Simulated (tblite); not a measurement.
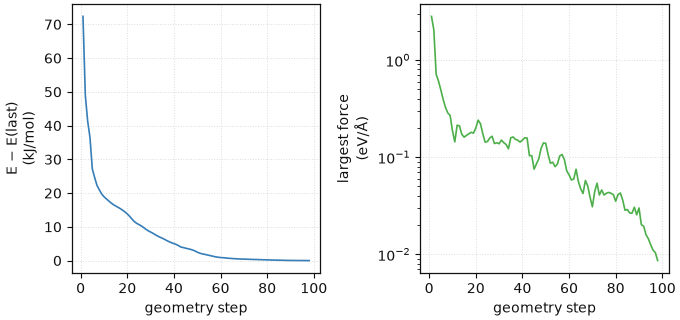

History of a geometry optimisation. C₁₀H₁₄ (SMILES C=C[C@@H]1C[C@@H]2C=C[C@@]1(C)C2); tblite, GFN2-xTB geometry optimisation, gas phase.

The optimisation met its thresholds at geometry 98, counting the start as the first. The energy fell by about 72 kJ/mol from the first step to the last. The largest force goes from about 2.8 eV/Å at the start to 9 × 10⁻³ eV/Å at the end.
